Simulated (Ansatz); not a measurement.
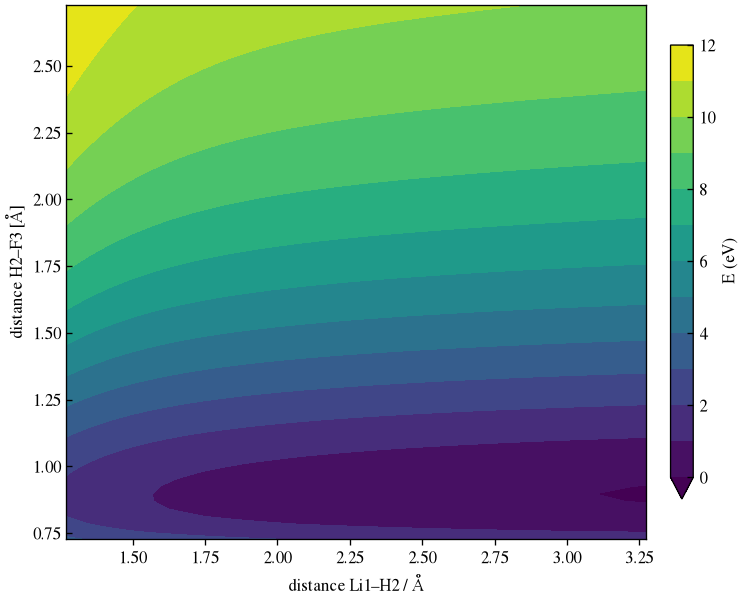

The system Li⁺ + HF. Coordinates scanned: (1) distance Li1–H2; (2) distance H2–F3. Nothing is relaxed (the angle Li1–H2–F3 is fixed at 180 degrees). The grid has 17 × 17 points. Points are written as (first, second). All energies are given in eV relative to the lowest grid point. The reference is spin-restricted, so regions where a bond is pulled apart into radicals lie too high. Level of theory: RHF/aug-cc-pVTZ (Ansatz).

The picture shows filled contours. Between grid points the surface is interpolated.

The lowest grid point is at (3.272 Å, 0.862 Å). It lies in a valley that leaves the map towards separated partners. The highest grid point, (1.272 Å, 2.728 Å), lies 11.9 eV above the lowest.

The level of theory is changed to RHF-MP2, frozen core/aug-cc-pVTZ in Ansatz; with it change the reference geometry, relaxed at the new level. The restricted reference is unstable at some or all points, so the energies there are unreliable.

How does the landscape change?

The minimum (interpolated where it lies between grid points) moves from (3.272 Å, 0.862 Å) to (3.272 Å, 0.955 Å). The span from the lowest to the highest grid point shrinks from 11.9 to 8.3 eV.

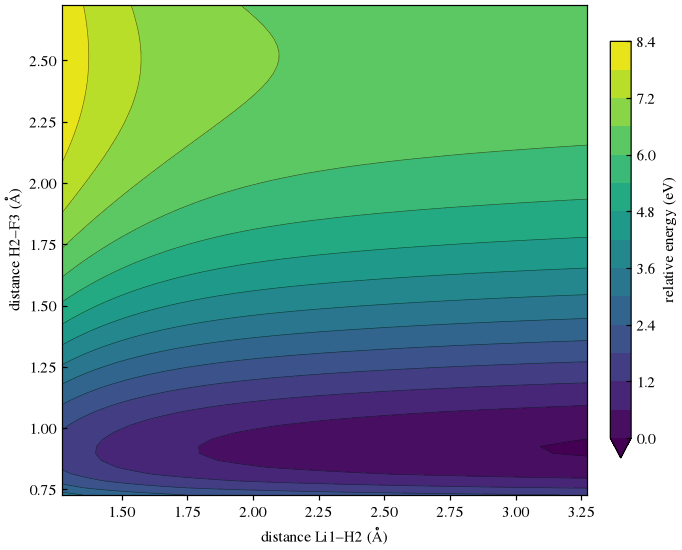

The map after the change, on a colour scale of its own. In the figure: filled contours. Between grid points the surface is interpolated.
